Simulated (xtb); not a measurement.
Run report: CH3Cl3Ge, energy and gradient calculation

CH3Cl3Ge, SMILES [CH3][Ge]([Cl])([Cl])[Cl], computed with GFN2-xTB (xtb 6.7.1).

The geometry comes from this level: GFN2-xTB.

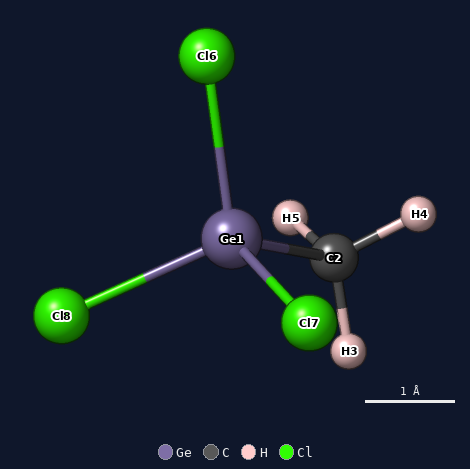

Fig. 1: The structure as given in the input (ball-and-stick view, seen at a tilt; atoms are numbered from 1 in the order of the input). Sticks mark near contacts.

The input (mol.xyz)
```
8
CH3Cl3Ge
Ge     0.000040     0.002930    -0.851010
C      0.002200    -0.002930     1.151290
H     -1.018180     0.053700     1.515780
H      0.564510     0.850960     1.514420
H      0.463560    -0.918180     1.507940
Cl     1.986780    -0.015910    -1.617600
Cl    -0.982540     1.734700    -1.605690
Cl    -1.016360    -1.705280    -1.615110
```

Machine: 1 thread of AMD EPYC 7571, 176 GiB of memory available, shared host.

Launched with:
```bash
xtb mol.xyz --json --grad --gfn 2 -P 1 > mol.out 2> xtb.err
```

Output
```
* xtb version 6.7.1
   ID    Z sym.   atoms
    1   32 Ge     1
    2    6 C      2
    3    1 H      3-5
    4   17 Cl     6-8

           -------------------------------------------------
          |                Calculation Setup                |
           -------------------------------------------------

          program call               : xtb mol.xyz --json --grad --gfn 2 -P 1
          coordinate file            : mol.xyz
          omp threads                :                     1

           -------------------------------------------------
          |                 G F N 2 - x T B                 |
           -------------------------------------------------

      * Hamiltonian:
        H0-scaling (s, p, d)           1.850000    2.230000    2.230000
        zeta-weighting                 0.500000
      * Dispersion:
        s8                             2.700000
        a1                             0.520000
        a2                             5.000000
        s9                             5.000000
      * Repulsion:
        kExp                           1.500000    1.000000
        rExp                           1.000000
      * Coulomb:
        alpha                          2.000000
        third order                    shell-resolved
        anisotropic                    true
        a3                             3.000000
        a5                             4.000000
        cn-shift                       1.200000
        cn-exp                         4.000000
        max-rad                        5.000000

          ...................................................
          :                      SETUP                      :
          :.................................................:
          :  # basis functions                  47          :
          :  # atomic orbitals                  43          :
          :  # shells                           17          :
          :  # electrons                        32          :
          :  max. iterations                   250          :
          :  Hamiltonian                  GFN2-xTB          :
          :  restarted?                      false          :
          :  GBSA solvation                  false          :
          :  PC potential                    false          :
          :  electronic temp.          300.0000000     K    :
          :  accuracy                    1.0000000          :
          :  -> integral cutoff          0.2500000E+02      :
          :  -> integral neglect         0.1000000E-07      :
          :  -> SCF convergence          0.1000000E-05 Eh   :
          :  -> wf. convergence          0.1000000E-03 e    :
          :  Broyden damping             0.4000000          :
          :  net charge                          0          :
          :  unpaired electrons                  0          :
          ...................................................

 iter      E             dE          RMSdq      gap      omega  full diag
   1    -19.1230370 -0.191230E+02  0.598E+00    5.42       0.0  T
   2    -18.8057539  0.317283E+00  0.793E+00    6.91       1.0  T
   3    -19.4568617 -0.651108E+00  0.312E+00    5.77       1.0  T
   4    -19.4442605  0.126012E-01  0.108E+00    5.77       1.0  T
   5    -19.4621303 -0.178698E-01  0.192E-01    5.64       1.0  T
   6    -19.4621838 -0.534760E-04  0.140E-01    5.64       1.0  T
   7    -19.4622053 -0.215513E-04  0.425E-02    5.64       1.0  T
   8    -19.4622053  0.280493E-07  0.240E-02    5.64       1.5  T
   9    -19.4622074 -0.207021E-05  0.813E-03    5.64       4.3  T
  10    -19.4622075 -0.114545E-06  0.201E-03    5.64      17.6  T
  11    -19.4622075 -0.242308E-07  0.818E-04    5.64      43.2  T
  12    -19.4622075 -0.263933E-08  0.281E-04    5.64     125.6  T

   *** convergence criteria satisfied after 12 iterations ***

         #    Occupation            Energy/Eh            Energy/eV
      -------------------------------------------------------------
         1        2.0000           -1.0636042             -28.9421
       ...           ...                  ...                  ...
        10        2.0000           -0.4812549             -13.0956
        11        2.0000           -0.4533434             -12.3361
        12        2.0000           -0.4532674             -12.3340
        13        2.0000           -0.4424652             -12.0401
        14        2.0000           -0.4423551             -12.0371
        15        2.0000           -0.4405440             -11.9878
        16        2.0000           -0.4375740             -11.9070 (HOMO)
        17                         -0.2304782              -6.2716 (LUMO)
        18                         -0.1130404              -3.0760
        19                         -0.1123913              -3.0583
        20                         -0.0814400              -2.2161
        21                          0.0049381               0.1344
       ...                                ...                  ...
        43                          1.1858365              32.2683
      -------------------------------------------------------------
                  HL-Gap            0.2070959 Eh            5.6354 eV
             Fermi-level           -0.3340261 Eh           -9.0893 eV

 SCC (total)                   0 d,  0 h,  0 min,  0.021 sec
 SCC setup                      ...        0 min,  0.000 sec (  0.642%)
 Dispersion                     ...        0 min,  0.000 sec (  0.299%)
 classical contributions        ...        0 min,  0.000 sec (  0.108%)
 integral evaluation            ...        0 min,  0.003 sec ( 15.006%)
 iterations                     ...        0 min,  0.010 sec ( 49.523%)
 molecular gradient             ...        0 min,  0.007 sec ( 32.693%)
 printout                       ...        0 min,  0.000 sec (  1.558%)

         :::::::::::::::::::::::::::::::::::::::::::::::::::::
         ::                     SUMMARY                     ::
         :::::::::::::::::::::::::::::::::::::::::::::::::::::
         :: total energy             -19.396838996866 Eh    ::
         :: gradient norm              0.000513889282 Eh/a0 ::
         :: HOMO-LUMO gap              5.635365455169 eV    ::
         ::.................................................::
         :: SCC energy               -19.462196248871 Eh    ::
         :: -> isotropic ES           -0.002263132296 Eh    ::
         :: -> anisotropic ES          0.000137032460 Eh    ::
         :: -> anisotropic XC          0.003269406771 Eh    ::
         :: -> dispersion             -0.007390012467 Eh    ::
         :: repulsion energy           0.065357252005 Eh    ::
         :: add. restraining           0.000000000000 Eh    ::
         :: total charge               0.000000000000 e     ::
         :::::::::::::::::::::::::::::::::::::::::::::::::::::

           -------------------------------------------------
          |                Property Printout                |
           -------------------------------------------------

    * Orbital Energies and Occupations

         #    Occupation            Energy/Eh            Energy/eV
      -------------------------------------------------------------
         1        2.0000           -1.0636042             -28.9421
       ...           ...                  ...                  ...
         4        2.0000           -0.6647626             -18.0891
         5        2.0000           -0.6101721             -16.6036
         6        2.0000           -0.5149905             -14.0136
         7        2.0000           -0.5149655             -14.0129
         8        2.0000           -0.4835406             -13.1578
         9        2.0000           -0.4834189             -13.1545
        10        2.0000           -0.4812549             -13.0956
        11        2.0000           -0.4533434             -12.3361
        12        2.0000           -0.4532674             -12.3340
        13        2.0000           -0.4424652             -12.0401
        14        2.0000           -0.4423551             -12.0371
        15        2.0000           -0.4405440             -11.9878
        16        2.0000           -0.4375740             -11.9070 (HOMO)
        17                         -0.2304782              -6.2716 (LUMO)
        18                         -0.1130404              -3.0760
        19                         -0.1123913              -3.0583
        20                         -0.0814400              -2.2161
        21                          0.0049381               0.1344
        22                          0.0049667               0.1352
        23                          0.0064547               0.1756
        24                          0.0065084               0.1771
        25                          0.0068343               0.1860
        26                          0.0079726               0.2169
        27                          0.0080728               0.2197
       ...                                ...                  ...
        43                          1.1858365              32.2683
      -------------------------------------------------------------
                  HL-Gap            0.2070959 Eh            5.6354 eV
             Fermi-level           -0.3340261 Eh           -9.0893 eV

     #   Z          covCN         q      C6AA      α(0)
     1  32 Ge       3.327     0.322   178.498    24.658
     2   6 C        3.656    -0.145    23.640     6.980
     3   1 H        0.925     0.082     1.960     2.189
     4   1 H        0.925     0.082     1.962     2.190
     5   1 H        0.925     0.082     1.962     2.190
     6  17 Cl       0.817    -0.140   103.435    15.558
     7  17 Cl       0.817    -0.141   103.457    15.560
     8  17 Cl       0.817    -0.141   103.463    15.560

 Mol. C6AA /au·bohr⁶  :       2783.308094
 Mol. C8AA /au·bohr⁸  :     132942.679718
 Mol. α(0) /au        :         84.886154

Wiberg/Mayer (AO) data.
largest (>0.10) Wiberg bond orders for each atom

 ---------------------------------------------------------------------------
     #   Z sym  total        # sym  WBO       # sym  WBO       # sym  WBO
 ---------------------------------------------------------------------------
     1  32 Ge   4.162 --     6 Cl   1.095     7 Cl   1.095     8 Cl   1.095
                             2 C    0.798
     2   6 C    3.991 --     4 H    0.962     5 H    0.961     3 H    0.961
                             1 Ge   0.798     6 Cl   0.103     7 Cl   0.103
                             8 Cl   0.103
     3   1 H    0.993 --     2 C    0.961
     4   1 H    0.993 --     2 C    0.962
     5   1 H    0.993 --     2 C    0.961
     6  17 Cl   1.359 --     1 Ge   1.095     2 C    0.103
     7  17 Cl   1.359 --     1 Ge   1.095     2 C    0.103
     8  17 Cl   1.358 --     1 Ge   1.095     2 C    0.103
 ---------------------------------------------------------------------------

Topologies differ in total number of bonds
Writing topology from bond orders to xtbtopo.mol

molecular dipole:
                 x           y           z       tot (Debye)
 q only:        0.007      -0.002       1.153
   full:        0.009      -0.002       1.065       2.707
molecular quadrupole (traceless):
                xx          xy          yy          xz          yz          zz
 q only:       -0.377       0.000      -0.373      -0.016      -0.007       0.750
  q+dip:       -0.770      -0.001      -0.806      -0.026      -0.008       1.576
   full:       -0.961       0.000      -0.982      -0.022      -0.011       1.943

           -------------------------------------------------
          | TOTAL ENERGY              -19.396838996866 Eh   |
          | GRADIENT NORM               0.000513889282 Eh/α |
          | HOMO-LUMO GAP               5.635365455169 eV   |
           -------------------------------------------------

------------------------------------------------------------------------
------------------------------------------------------------------------
 total:
 *  cpu-time:     0 d,  0 h,  0 min,  0.044 sec
 * ratio c/w:     0.997 speedup
 SCF:
 *  cpu-time:     0 d,  0 h,  0 min,  0.021 sec
 * ratio c/w:     0.995 speedup
```

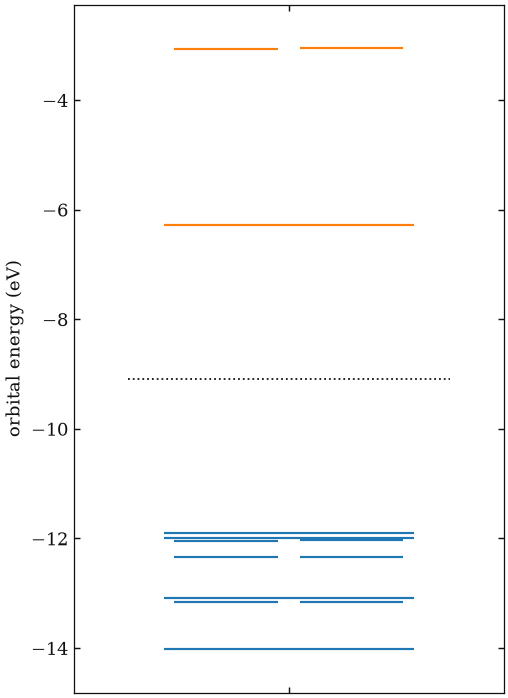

Fig. 2: Orbital energies near the frontier; the dotted line parts filled from empty levels, and levels within 0.02 eV of each other stand side by side. Highest filled −11.91 eV, lowest empty −6.27 eV, 5.64 eV apart.

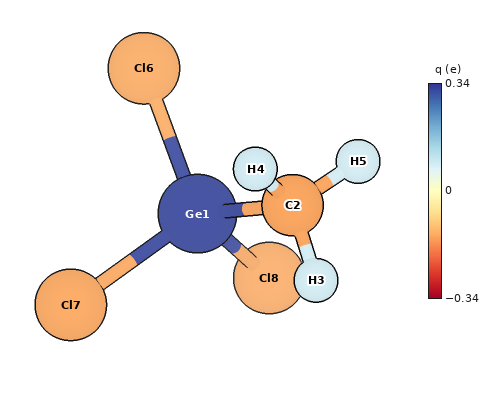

Fig. 3: Mulliken charges, as the colour of each atom (ball-and-stick view, seen at a tilt; atoms are numbered from 1 in the order of the input). By element: Ge +0.32, C −0.15, H +0.08 and Cl −0.14 e.

Key numbers

- outcome: converged
- electrons treated: 32
- total energy: −19.396839 hartree
- dispersion energy: −0.007390 hartree
- basis functions: 47
- largest force: 0.017 eV/Å
- HOMO: −11.91 eV
- LUMO: −6.27 eV
- dipole moment: 2.71 D
- peak memory: 0.07 GiB
